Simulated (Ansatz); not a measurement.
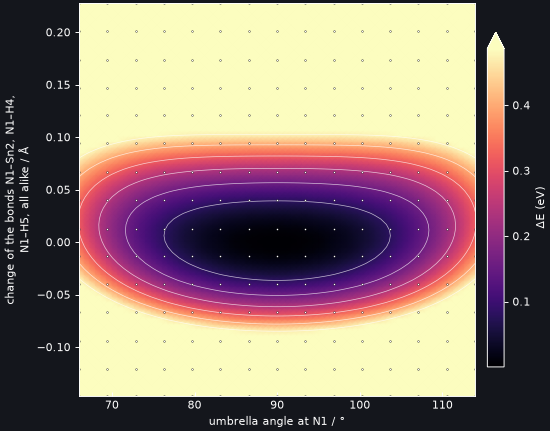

FH₂NSn, SMILES [NH2][Sn][F]. First axis: umbrella angle at N1 (between each of its bonds and their common axis; 90 is planar). Second axis: change of the bonds N1–Sn2, N1–H4, N1–H5, all alike. Nothing is relaxed (all other coordinates rigid). The scan uses a 15 × 15 grid; 120 points were computed and 105 follow by symmetry. Points are written as (first, second). Energies are in eV, from the relaxed molecule at the same level. All numbers below come from RKS CAM-B3LYP-D4/def2-TZVP (Ansatz).

The picture shows a smooth colour map with a few white contour lines, dots at the grid points, one colour for all values above the top of the scale. Between grid points the surface is interpolated.

Where is the minimum, and how stiff is the well along each coordinate?

Answer. The interpolated minimum is at the first coordinate ≈ 90.0°, the second coordinate ≈ 0.000 Å. The curvatures there are about 2.4 eV/rad² and 112 eV/Å², with a cross term of about 0 eV/(rad·Å). Round the minimum the two coordinates are nearly uncoupled.
